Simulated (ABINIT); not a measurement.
# A GW chain in ABINIT: Tellurium (P3_121, 3 atoms a cell), part 2 of 3

How does a plane-wave GW calculation on Tellurium (P3_121, 3 atoms a cell) run from the first input to the gap?

ABINIT 10.8.3; PBE and many-body steps on it, plane waves. Known limits of the many-body steps: not at the basis limit; model gap, bands may invert with spin-orbit coupling; screening runs away on this mesh; no spin-orbit coupling; coarse k mesh.

So far. Step 2 (Ground state): The gap is direct, at (0.333, 0.333, 0.500).

The database entry behind the starting cell differs from later determinations by our own check (inner coordinate of an old entry), so it need not match the best structure at ambient conditions.

### Step 3. Bands along the symmetry lines

Level of this step: DFT, PBE, plane waves, norm-conserving pseudopotentials (ABINIT).

Levels along a band path, at the cheap level, show where the edges lie and whether the meshes to come will hold them.

Contents of run.abi:

```
acell 3*1.0 Angstrom
rprim 
  4.454000000025 -0.000000000006 0.000000000000
  -2.227000000008 3.857277148481 0.000000000000
  0.000000000000 0.000000000000 5.924000000000
ntypat 1
znucl 52
natom 3
typat 1 1 1
xred 
  0.269000000000 0.000000000000 0.333333333333
  0.000000000000 0.269000000000 0.666666666667
  0.731000000000 0.731000000000 -0.000000000000
pp_dirpath "pseudos"
pseudos "Te.upf"
ecut 39
iscf -2
irdden 1
kptopt 0
nkpt 39
kpt 
  0.00000000 0.00000000 0.00000000
  0.12500000 0.00000000 0.00000000
  0.25000000 0.00000000 0.00000000
  0.37500000 0.00000000 0.00000000
  0.50000000 0.00000000 0.00000000
  0.45833333 0.08333333 0.00000000
  0.41666666 0.16666666 0.00000000
  0.37500000 0.25000000 0.00000000
  0.33333333 0.33333333 0.00000000
  0.25000000 0.25000000 0.00000000
  0.16666666 0.16666666 0.00000000
  0.08333333 0.08333333 0.00000000
  0.00000000 0.00000000 0.00000000
  0.00000000 0.00000000 0.12500000
  0.00000000 0.00000000 0.25000000
  0.00000000 0.00000000 0.37500000
  0.00000000 0.00000000 0.50000000
  0.12500000 0.00000000 0.50000000
  0.25000000 0.00000000 0.50000000
  0.37500000 0.00000000 0.50000000
  0.50000000 0.00000000 0.50000000
  0.45833333 0.08333333 0.50000000
  0.41666666 0.16666666 0.50000000
  0.37500000 0.25000000 0.50000000
  0.33333333 0.33333333 0.50000000
  0.25000000 0.25000000 0.50000000
  0.16666666 0.16666666 0.50000000
  0.08333333 0.08333333 0.50000000
  0.00000000 0.00000000 0.50000000
  0.50000000 0.00000000 0.50000000
  0.50000000 0.00000000 0.37500000
  0.50000000 0.00000000 0.25000000
  0.50000000 0.00000000 0.12500000
  0.50000000 0.00000000 0.00000000
  0.33333333 0.33333333 0.50000000
  0.33333333 0.33333333 0.37500000
  0.33333333 0.33333333 0.25000000
  0.33333333 0.33333333 0.12500000
  0.33333333 0.33333333 0.00000000
istwfk *1
nband 43
nbdbuf 2
tolwfr 1e-08
nstep 40
prtwf 0
prtvol 0
indata_prefix "in"
outdata_prefix "out"
tmpdata_prefix "tmp"
```

Launch:

```console
> OMP_NUM_THREADS=1 mpirun -n 4 abinit run.abi > log
```

Numbers of over 12 decimals in the logs are rounded to 6 here.

The log of the run:

```text
.Version 10.8.3 of ABINIT. v10.8.2 released Aug 2026.

 Symmetries : space group P3_1 2 1 (#152); Bravais hP (primitive hexag.)
[... echo of the input left out ...]
== DATASET  1 ==================================================================
-   mpi_nproc: 4, omp_nthreads: 1 (-1 if OMP is not activated)

--- !DatasetInfo
iteration_state: {dtset: 1, }
dimensions: {natom: 3, nkpt: 39, mband: 43, nsppol: 1, nspinor: 1, nspden: 1, mpw: 8030, }
cutoff_energies: {ecut:  39.0, pawecutdg:  -1.0, }
electrons: {nelect:   7.20000000E+01, charge:   0.00000000E+00, occopt:   1.00000000E+00, tsmear:   1.00000000E-02, }

 Real(R)+Recip(G) space primitive vectors, cartesian coordinates (Bohr,Bohr^-1):
 R(1)=  8.4168402  0.0000000  0.0000000  G(1)=  0.1188094  0.0685947  0.0000000
 R(2)= -4.2084201  7.2891974  0.0000000  G(2)=  0.0000000  0.1371893  0.0000000
 R(3)=  0.0000000  0.0000000 11.1947376  G(3)=  0.0000000  0.0000000  0.0893277
 Unit cell volume ucvol=  6.8681965E+02 bohr^3
 Angles (23,13,12)=  9.00000000E+01  9.00000000E+01  1.20000000E+02 degrees

 getcut: wavevector=  0.0000  0.0000  0.0000  ngfft=  48  48  64
         ecut(hartree)=     39.000   => boxcut(ratio)=   2.02859

--- Pseudopotential description ------------------------------------------------
- Te Generated using ONCVPSP code by D. R. Hamann
- 52.00000  24.00000  220131                  znucl, zion, pspdat
12 -101130 3 -1 1294                          pspcod,pspxc,lmax,lloc,mmax
     nproj     2     2     2     2
  pspatm : epsatm=   28.89495404
         --- l  ekb(1:nproj) -->
             0    9.158100   -0.350391
             1    3.254928   -0.666646
             2   -3.247931   -0.911641
[...]
pspatm: atomic psp has been read  and splines computed

--------------------------------------------------------------------------------

================================================================================
 prteigrs : about to open file out_EIG
 Non-SCF case, kpt    1 (  0.00000  0.00000  0.00000), residuals and eigenvalues=
  5.79E-09  9.92E-09  4.90E-09  6.29E-09  2.38E-09  3.12E-09  3.15E-09  6.17E-09
  4.66E-09  5.50E-09  3.32E-09  6.87E-09  4.44E-09  2.71E-09  4.46E-09  4.50E-09
  7.04E-09  6.72E-09  9.37E-09  3.66E-09  2.82E-09  6.25E-09  3.91E-09  4.26E-09
[...]
-5.6304E+00 -5.6304E+00 -5.6304E+00 -3.7958E+00 -3.7958E+00 -3.7957E+00
 -3.7948E+00 -3.7947E+00 -3.7947E+00 -3.7891E+00 -3.7891E+00 -3.7891E+00
 -1.1232E+00 -1.1232E+00 -1.1214E+00 -1.1214E+00 -1.1214E+00 -1.1186E+00
[...]
4.8490E-01
 Non-SCF case, kpt    2 (  0.12500  0.00000  0.00000), residuals and eigenvalues=
[...]
4.8910E-01
 Non-SCF case, kpt    3 (  0.25000  0.00000  0.00000), residuals and eigenvalues=
[...]
5.1855E-01
[...]
Non-SCF case, kpt   38 (  0.33333  0.33333  0.12500), residuals and eigenvalues=
[...]
5.7839E-01
 Non-SCF case, kpt   39 (  0.33333  0.33333  0.00000), residuals and eigenvalues=
[...]
8.6932E-02  8.6932E-02  1.3842E-01  1.3842E-01  1.4330E-01  1.5207E-01
  3.5690E-01  3.5690E-01  3.6765E-01  4.3093E-01  4.6661E-01  4.6661E-01
  5.7046E-01

--- !ResultsGS
iteration_state: {dtset: 1, }
comment   : Summary of ground state results
lattice_vectors:
- [  8.4168402,  -0.0000000,   0.0000000, ]
- [ -4.2084201,   7.2891974,   0.0000000, ]
- [  0.0000000,   0.0000000,  11.1947376, ]
lattice_lengths: [   8.41684,    8.41684,   11.19474, ]
lattice_angles: [ 90.000,  90.000, 120.000, ] # degrees, (23, 13, 12)
lattice_volume:   6.8681965E+02
convergence: {deltae:  0.000E+00, res2:  0.000E+00, residm:  9.980E-09, diffor:  0.000E+00, }
etotal    :  -8.41456785E+02
entropy   :   0.00000000E+00
fermie    :   2.51304514E-01
cartesian_stress_tensor: null
pressure_GPa: null
xred      :
- [  2.6900E-01,   1.8504E-17,   3.3333E-01, Te]
- [  4.1791E-18,   2.6900E-01,   6.6667E-01, Te]
- [  7.3100E-01,   7.3100E-01,   9.2519E-18, Te]
cartesian_forces: null
force_length_stats: {min: null, max: null, mean: null, }

 Integrated electronic density in atomic spheres:
 ------------------------------------------------
 Atom  Sphere_radius  Integrated_density
[...]
================================================================================

 ----iterations are completed or convergence reached----

 Mean square residual over all n,k,spin=   47.280E-10; max=  99.797E-10
 reduced coordinates (array xred) for    3 atoms
[...]
cartesian coordinates (angstrom) at end:
    1      1.198126    -1.61e-12     1.974667
    2     -0.599063     1.037608     3.949333
    3      1.627937     2.819670     0.000000
 length scales=  1.889726125908  1.889726125908  1.889726125908 bohr
              =  1.000000000000  1.000000000000  1.000000000000 angstroms
 prteigrs : about to open file out_EIG
 Eigenvalues (hartree) for nkpt=  39  k points:
 kpt#   1, nband= 43, wtk=  1.00000, kpt=  0.0000  0.0000  0.0000 (reduced coord)
[...]
kpt#   2, nband= 43, wtk=  1.00000, kpt=  0.1250  0.0000  0.0000 (reduced coord)
[...]
kpt#   3, nband= 43, wtk=  1.00000, kpt=  0.2500  0.0000  0.0000 (reduced coord)
[...]
kpt#  38, nband= 43, wtk=  1.00000, kpt=  0.3333  0.3333  0.1250 (reduced coord)
[...]
0.46005    0.47153    0.57839
 kpt#  39, nband= 43, wtk=  1.00000, kpt=  0.3333  0.3333  0.0000 (reduced coord)
[...]
-1.11514   -1.11342   -1.11342   -0.20323   -0.14123   -0.14123    0.08693    0.08693
   0.13842    0.13842    0.14330    0.15207    0.35690    0.35690    0.36765    0.43093
   0.46661    0.46661    0.57046

== END DATASET(S) ==============================================================
================================================================================

 -outvars: echo values of variables after computation  --------
            nband          43
             nkpt          39
          spgroup         152
 [... the other variables as echoed above ...]

 Calculation completed.
```

The job ended after 61 s (4 MPI ranks of Arm Neoverse V1, shared host; peak memory 0.49 GiB; 4.1 min of CPU time).

Numbers from this step:

```
gap                        : 0.1888 eV
k of the valence top       : 0.3333, 0.3333, 0.5
k of the conduction bottom : 0.3333, 0.3333, 0.5
least direct gap           : 0.1888 eV
```

The gap is 0.189 eV, as in the run before at this level.

The electronic bands at the labelled points (eV, zero at the top of the highest filled band):

| point | band 33 | band 34 | band 35 | band 36 | band 37 | band 38 | band 39 | band 40 |
| --- | --- | --- | --- | --- | --- | --- | --- | --- |
| Γ | -2.75 | -1.67 | -1.67 | -0.85 | 1.02 | 1.02 | 1.61 | 5.02 |
| M | -3.59 | -3.51 | -1.02 | -0.81 | 0.85 | 0.91 | 2.96 | 3.73 |
| K | -3.07 | -3.07 | -2.94 | -2.70 | 2.87 | 2.87 | 3.17 | 4.89 |
| Γ | -2.75 | -1.67 | -1.67 | -0.85 | 1.02 | 1.02 | 1.61 | 5.02 |
| A | -2.66 | -1.32 | -1.02 | -1.02 | 0.48 | 0.50 | 0.50 | 4.05 |
| L | -3.63 | -2.45 | -2.12 | -0.20 | 0.75 | 1.96 | 2.56 | 4.58 |
| H | -5.01 | -0.96 | 0.00 | 0.00 | 0.19 | 1.33 | 1.33 | 5.94 |
| A | -2.66 | -1.32 | -1.02 | -1.02 | 0.48 | 0.50 | 0.50 | 4.05 |
| jump to L | -3.63 | -2.45 | -2.12 | -0.20 | 0.75 | 1.96 | 2.56 | 4.58 |
| M | -3.59 | -3.51 | -1.02 | -0.81 | 0.85 | 0.91 | 2.96 | 3.73 |
| jump to H | -5.01 | -0.96 | 0.00 | 0.00 | 0.19 | 1.33 | 1.33 | 5.94 |
| K | -3.07 | -3.07 | -2.94 | -2.70 | 2.87 | 2.87 | 3.17 | 4.89 |

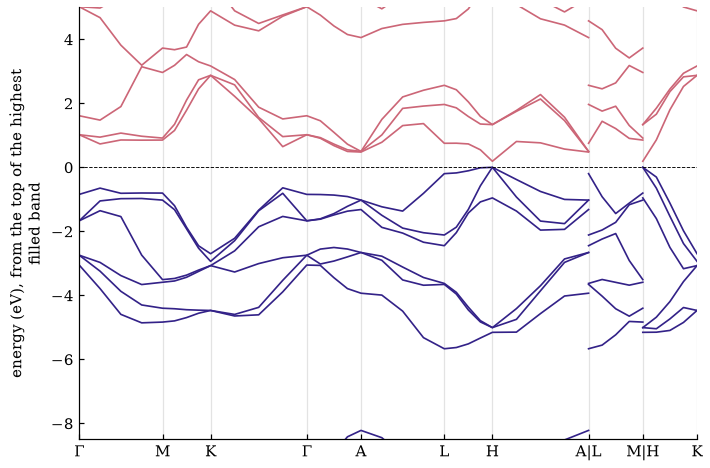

Electronic bands along the path; lines of filled and empty bands in two colours.

### Step 4. Empty states on the mesh, 3×3×2 mesh, 122 bands

The sums over transitions need many empty states on a uniform mesh; this step solves for them.

Contents of run.abi:

```
acell 3*1.0 Angstrom
rprim 
  4.454000000025 -0.000000000006 0.000000000000
  -2.227000000008 3.857277148481 0.000000000000
  0.000000000000 0.000000000000 5.924000000000
ntypat 1
znucl 52
natom 3
typat 1 1 1
xred 
  0.269000000000 0.000000000000 0.333333333333
  0.000000000000 0.269000000000 0.666666666667
  0.731000000000 0.731000000000 -0.000000000000
pp_dirpath "pseudos"
pseudos "Te.upf"
ecut 39
ngkpt 3 3 2
nshiftk 1
shiftk 0 0 0
kptopt 1
chksymbreak 0
iscf -2
irdden 1
istwfk *1
nband 122
nbdbuf 10
tolwfr 1e-09
nstep 60
prtvol 0
indata_prefix "in"
outdata_prefix "out"
tmpdata_prefix "tmp"
```

The log of the run:

```text
.Version 10.8.3 of ABINIT. v10.8.2 released Aug 2026.

 Symmetries : space group P3_1 2 1 (#152); Bravais hP (primitive hexag.)
[... echo of the input left out ...]
== DATASET  1 ==================================================================
-   mpi_nproc: 4, omp_nthreads: 1 (-1 if OMP is not activated)

--- !DatasetInfo
iteration_state: {dtset: 1, }
dimensions: {natom: 3, nkpt: 6, mband: 122, nsppol: 1, nspinor: 1, nspden: 1, mpw: 8029, }
cutoff_energies: {ecut:  39.0, pawecutdg:  -1.0, }
electrons: {nelect:   7.20000000E+01, charge:   0.00000000E+00, occopt:   1.00000000E+00, tsmear:   1.00000000E-02, }

 Real(R)+Recip(G) space primitive vectors, cartesian coordinates (Bohr,Bohr^-1):
 R(1)=  8.4168402  0.0000000  0.0000000  G(1)=  0.1188094  0.0685947  0.0000000
 R(2)= -4.2084201  7.2891974  0.0000000  G(2)=  0.0000000  0.1371893  0.0000000
 R(3)=  0.0000000  0.0000000 11.1947376  G(3)=  0.0000000  0.0000000  0.0893277
 Unit cell volume ucvol=  6.8681965E+02 bohr^3
 Angles (23,13,12)=  9.00000000E+01  9.00000000E+01  1.20000000E+02 degrees

 getcut: wavevector=  0.0000  0.0000  0.0000  ngfft=  48  48  64
         ecut(hartree)=     39.000   => boxcut(ratio)=   2.02859

--- Pseudopotential description ------------------------------------------------
- Te Generated using ONCVPSP code by D. R. Hamann
- 52.00000  24.00000  220131                  znucl, zion, pspdat
12 -101130 3 -1 1294                          pspcod,pspxc,lmax,lloc,mmax
     nproj     2     2     2     2
  pspatm : epsatm=   28.89495404
         --- l  ekb(1:nproj) -->
             0    9.158100   -0.350391
             1    3.254928   -0.666646
             2   -3.247931   -0.911641
[...]
pspatm: atomic psp has been read  and splines computed

--------------------------------------------------------------------------------

================================================================================
 prteigrs : about to open file out_EIG
 Non-SCF case, kpt    1 (  0.00000  0.00000  0.00000), residuals and eigenvalues=
  7.65E-10  2.67E-10  7.61E-10  4.49E-10  5.45E-10  4.90E-10  2.15E-10  9.19E-10
  1.95E-10  4.98E-10  6.40E-10  6.46E-10  3.84E-10  5.11E-10  4.33E-10  5.42E-10
  3.96E-10  5.65E-10  6.14E-10  5.09E-10  4.50E-10  5.38E-10  5.21E-10  4.41E-10
[...]
9.09E-05  9.73E-05
 -5.6304E+00 -5.6304E+00 -5.6304E+00 -3.7958E+00 -3.7958E+00 -3.7957E+00
 -3.7948E+00 -3.7947E+00 -3.7947E+00 -3.7891E+00 -3.7891E+00 -3.7891E+00
 -1.1232E+00 -1.1232E+00 -1.1214E+00 -1.1214E+00 -1.1214E+00 -1.1186E+00
[...]
1.5885E+00  1.6364E+00  1.6364E+00  1.6615E+00  1.6778E+00  1.6778E+00
  1.6873E+00  1.6873E+00  1.6895E+00  1.7250E+00  1.7250E+00  1.7255E+00
  1.7312E+00  1.7669E+00
 prteigrs : prtvol=0 or 1, do not print more k-points.

--- !ResultsGS
iteration_state: {dtset: 1, }
comment   : Summary of ground state results
lattice_vectors:
- [  8.4168402,  -0.0000000,   0.0000000, ]
- [ -4.2084201,   7.2891974,   0.0000000, ]
- [  0.0000000,   0.0000000,  11.1947376, ]
lattice_lengths: [   8.41684,    8.41684,   11.19474, ]
lattice_angles: [ 90.000,  90.000, 120.000, ] # degrees, (23, 13, 12)
lattice_volume:   6.8681965E+02
convergence: {deltae:  0.000E+00, res2:  0.000E+00, residm:  9.958E-10, diffor:  0.000E+00, }
etotal    :  -8.41456785E+02
entropy   :   0.00000000E+00
fermie    :   2.51304514E-01
cartesian_stress_tensor: null
pressure_GPa: null
xred      :
- [  2.6900E-01,   1.8504E-17,   3.3333E-01, Te]
- [  4.1791E-18,   2.6900E-01,   6.6667E-01, Te]
- [  7.3100E-01,   7.3100E-01,   9.2519E-18, Te]
cartesian_forces: null
force_length_stats: {min: null, max: null, mean: null, }

 Integrated electronic density in atomic spheres:
 ------------------------------------------------
 Atom  Sphere_radius  Integrated_density
[...]
================================================================================

 ----iterations are completed or convergence reached----

 Mean square residual over all n,k,spin=   50.969E-11; max=  99.582E-11
 reduced coordinates (array xred) for    3 atoms
[...]
0.000000000000      0.269000000000      0.666666666667
       0.731000000000      0.731000000000      0.000000000000

 cartesian coordinates (angstrom) at end:
    1      1.198126    -1.61e-12     1.974667
    2     -0.599063     1.037608     3.949333
    3      1.627937     2.819670     0.000000
 length scales=  1.889726125908  1.889726125908  1.889726125908 bohr
              =  1.000000000000  1.000000000000  1.000000000000 angstroms
 prteigrs : about to open file out_EIG
 Eigenvalues (hartree) for nkpt=   6  k points:
 kpt#   1, nband=122, wtk=  0.05556, kpt=  0.0000  0.0000  0.0000 (reduced coord)
[...]
1.55942    1.58469    1.58713    1.58845    1.58845    1.63645    1.63645    1.66154
   1.67785    1.67785    1.68731    1.68731    1.68955    1.72499    1.72499    1.72552
   1.73119    1.76687
 prteigrs : prtvol=0 or 1, do not print more k-points.

== END DATASET(S) ==============================================================
================================================================================

 -outvars: echo values of variables after computation  --------
            nband         122
             nkpt           6
          spgroup         152
 [... the other variables as echoed above ...]

 Calculation completed.
```

It took 69 s on 4 MPI ranks; peak memory 0.4 GiB; 4.6 min of CPU time.

This step gave:

| Quantity | Value |
| --- | --- |
| gap | 0.1888 eV |
| k of the valence top | 0.3333, 0.3333, 0.5 |
| k of the conduction bottom | 0.3333, 0.3333, 0.5 |
| least direct gap | 0.1888 eV |
| k points computed | 6 |
| lowest point of the top converged band, above the valence top | 37.59 eV |

On this mesh the gap is 0.189 eV.

### Step 5. Screening, 3×3×2 mesh, 112 bands, screening to 108.8 eV

The RPA dielectric matrix is built and inverted for each q.

This step: RPA screening on PBE, plane waves, norm-conserving pseudopotentials.

run.abi, as its differences from that of step 4:

```diff
@@ -21,10 +21,11 @@
 chksymbreak 0
-iscf -2
-irdden 1
 istwfk *1
-nband 122
-nbdbuf 10
-tolwfr 1e-09
-nstep 60
-prtvol 0
+occopt 1
+irdwfk 1
+optdriver 3
+nband 112
+ecuteps 4
+inclvkb 2
+awtr 1
+symchi 1
 indata_prefix "in"
```

The log of the run:

```text
.Version 10.8.3 of ABINIT. v10.8.2 released Aug 2026.

 Symmetries : space group P3_1 2 1 (#152); Bravais hP (primitive hexag.)
[... echo of the input left out ...]
== DATASET  1 ==================================================================
-   mpi_nproc: 4, omp_nthreads: 1 (-1 if OMP is not activated)

--- !DatasetInfo
iteration_state: {dtset: 1, }
dimensions: {natom: 3, nkpt: 6, mband: 112, nsppol: 1, nspinor: 1, nspden: 1, mpw: 8029, }
cutoff_energies: {ecut:  39.0, pawecutdg:  -1.0, }
electrons: {nelect:   7.20000000E+01, charge:   0.00000000E+00, occopt:   1.00000000E+00, tsmear:   1.00000000E-02, }

 SCREENING: Calculation of the susceptibility and dielectric matrices

 Based on a program developped by R.W. Godby, V. Olevano, G. Onida, and L. Reining.
 Incorporated in ABINIT by V. Olevano, G.-M. Rignanese, and M. Torrent.
.Using double precision arithmetic ; gwpc =  8

[... cell and pseudopotentials left out ...]
--------------------------------------------------------------------------------

 ==== K-mesh for the wavefunctions ====
 Number of points in the irreducible wedge :     6
[... list of points left out ...]
 Together with  6 symmetry operations and time-reversal symmetry
 yields    18 points in the full Brillouin Zone.

 ==== Q-mesh for the screening function ====
 Number of points in the irreducible wedge :     6
[... list of points left out ...]
 Together with  6 symmetry operations and time-reversal symmetry
 yields    18 points in the full Brillouin Zone.

 setmesh: FFT mesh size selected  =    27x   27x   45
          total number of points  =        32805

 vcoul_init : cutoff-mode = AUXILIARY_FUNCTION
 q-points for optical limit:   1
     1)      0.000010    0.000020    0.000030

- screening: taking advantage of time-reversal symmetry
- Maximum band index for partially occupied states nbvw = 36
- Remaining bands to be divided among processors   nbcw = 76
- Number of bands treated by each node ~19

 Number of electrons calculated from density =   72.0000; Expected =   72.0000
 average of density, n =  0.104831
 r_s =    1.3157
 omega_plasma =   31.2321 [eV]

 calculating chi0 at frequencies [eV] :
  1    0.000000E+00    0.000000E+00
  2    0.000000E+00    3.123205E+01

--------------------------------------------------------------------------------
  q-point number  1        q = ( 0.000000, 0.000000, 0.000000) [r.l.u.]
--------------------------------------------------------------------------------
[... chi0 elements left out ...]
 For q-point:  0.000010 0.000020 0.000030
  dielectric constant =   1.32368E+03
  dielectric constant without local fields =   1.64456E+03

  Average fulfillment of the sum rule on Im[epsilon] for q-point    1 :     46.23  [%]
[... wings left out ...]
  q-point number  2        q = ( 0.333333, 0.000000, 0.000000) [r.l.u.]
--------------------------------------------------------------------------------
[... chi0 elements left out ...]
  Average fulfillment of the sum rule on Im[epsilon] for q-point    2 :     52.51  [%]

 [... 4 further q-points ...]
```

Run time: 54 s. Hardware: 4 MPI ranks; peak memory 1.3 GiB.

This step gave:

| Property | Result |
| --- | --- |
| ε∞ with local fields, on this mesh, along the program's q direction | 1324 |
| the same without local fields | 1645 |
| plasma frequency | 31.23 eV |
| plane waves in the screening matrix | 251 |

Local fields lower ε∞ by 20 %. The value itself is an artefact of the mesh, where one narrow direct gap carries too much weight.

[end of part 2 of 3]

[Paths, hosts, dates, memory and timing lines, banners, echoed tables and standing remarks are left out of the program output.]

[Logs are printed without paths, hosts, clocks, repeated set-up lines and the standing remarks that a program may print on its own settings, such as how far it seeks lower states.]

[Runs of the session that timed out or met a known fault of the program may be left out.]

[Hosts, paths, dates, database ids (printed as entryN), source tags and the programs' standing remarks are cut or masked in the printed files.]

[G0W0 gaps are taken among the corrected bands and points alone; a level outside them can change the order at an edge.]

[Where Ansatz stands beside ABINIT at settings called matched, ABINIT's density can come from a denser mesh and the files from another edition; pairs whose starting gaps differed by over 0.03 eV were left out, so agreement reads better than it is.]
